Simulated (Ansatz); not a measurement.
```
Mo Ru
1.0
     4.75402    0.00000    0.00000
    -2.37701    4.11711    0.00000
     0.00000    0.00000    4.32412
Mo Ru
1 5
Direct
  0.00000 0.00000 0.00000
  0.33333 0.66667 0.00000
  0.66667 0.33333 0.00000
  0.66199 0.66199 0.50000
  0.33801 0.00000 0.50000
  0.00000 0.33801 0.50000
```

Space group P-62m; a structure generated by program, which may or may not match a known phase; computed without spin polarisation.

Level of theory: Ansatz 0.2.0, DFT PBE, scalar-relativistic, plane waves, PAW.

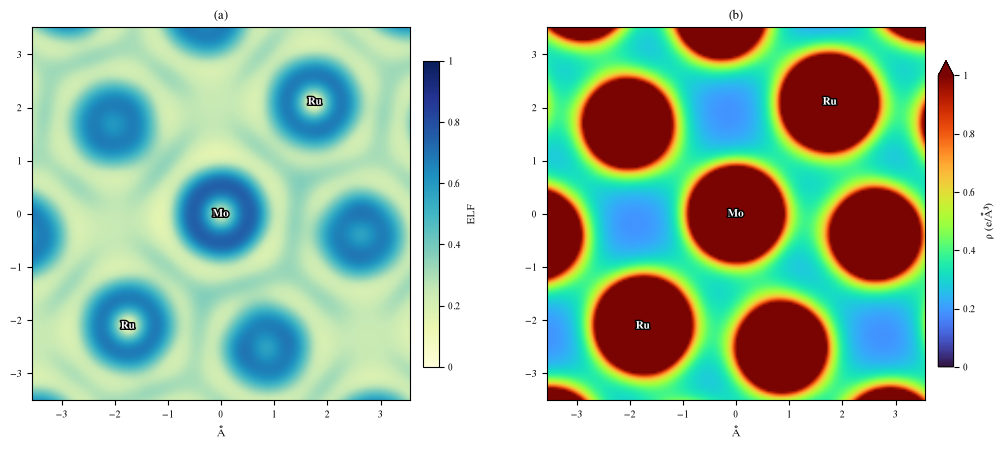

MoRu5. (a) ELF; (b) valence pseudo-density on the (111) plane of the conventional cell.

Q: What do the fields say about this system?

A:
- Atoms in the plane: Mo and Ru.
- Atoms just off the plane (Ru, 0.3 Å away) can leave unmarked features too.
- Mo–Ru (2.74 Å): ρ is about 0.36 e/Å³ halfway; the ELF is about 0.30 at the midpoint.
- Between the atoms the lowest density in this plane is 0.19 e/Å³.
- The features right at Mo and Ru lie inside the PAW spheres, where the map follows smoothed inner orbitals and isn't to be read closely.
